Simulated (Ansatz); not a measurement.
# Fields on a plane of Ni3Si (Cu3Au type)

```
Ni3Si
1.0
    3.46107     0.00000     0.00000
    0.00000     3.46107     0.00000
    0.00000     0.00000     3.46107
Si Ni
1 3
Direct
  0.00000   0.00000   0.00000
  0.00000   0.50000   0.50000
  0.50000   0.00000   0.50000
  0.50000   0.50000   0.00000
```

The slice is a {210} plane (indices of the conventional cell) through the point (0.500, 0.500, 0.000) (fractional), spanned by u = [100] and v = [021] in vectors of this cell: u (3.46 Å) and v (7.74 Å, at 90° to u). It covers one period; positions are fractions (u, v).

Atoms on it: Ni at (0.50, 0.50); Ni at (0.00, 0.00). Other atoms lie within 1 Å of the plane.

Level of theory: PBEsol (plane waves to 420 eV, PAW, scalar-relativistic; Ansatz, an electronic-structure program). k mesh 13×13×13. These are valence fields of a PAW run, semicore shells included where kept as valence: close to a nucleus they are smooth pseudo fields. At this level the bands of Ni3Si touch or barely overlap. Ni3Si is run without spin polarisation. Ni3Si was relaxed with its symmetry unable to fall.

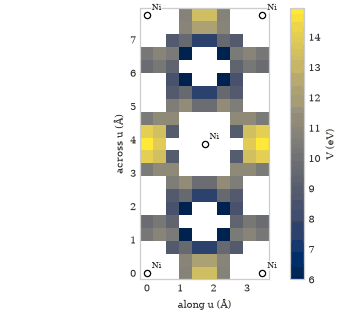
*Electrostatic potential energy of an electron, from the cell's mean, in eV, one period of the plane, atoms marked. Points within 1 Å of a nucleus are left white, as the pseudised field means little there. Values under 6 eV are set to 6. The zero, the cell's mean, hangs on the PAW cores.*

```
v \ u  0.00  0.11  0.22  0.33  0.44  0.56  0.67  0.78  0.89
-----  ----  ----  ----  ----  ----  ----  ----  ----  ----
0.90    0.1  -0.1  -0.4  -0.5  -0.5  -0.5  -0.5  -0.4  -0.1
0.80   -0.5  -0.5  -0.5  -0.4  -0.4  -0.4  -0.4  -0.5  -0.5
0.70    0.1  -0.1  -0.4  -0.5  -0.5  -0.5  -0.5  -0.4  -0.1
0.60   -0.5  -0.5  -0.5  -0.3   0.0   0.0  -0.3  -0.5  -0.5
0.50   -0.7  -0.6  -0.3   0.7   1.6   1.6   0.7  -0.3  -0.6
0.40   -0.5  -0.5  -0.5  -0.3   0.0   0.0  -0.3  -0.5  -0.5
0.30    0.1  -0.1  -0.4  -0.5  -0.5  -0.5  -0.5  -0.4  -0.1
0.20   -0.5  -0.5  -0.5  -0.4  -0.4  -0.4  -0.4  -0.5  -0.5
0.10    0.1  -0.1  -0.4  -0.5  -0.5  -0.5  -0.5  -0.4  -0.1
0.00    1.8   1.2   0.1  -0.5  -0.7  -0.7  -0.5   0.1   1.2
```

Values: log₁₀ of the valence density in e/Å³. The scale is logarithmic, as a density can span decades between atoms and voids.
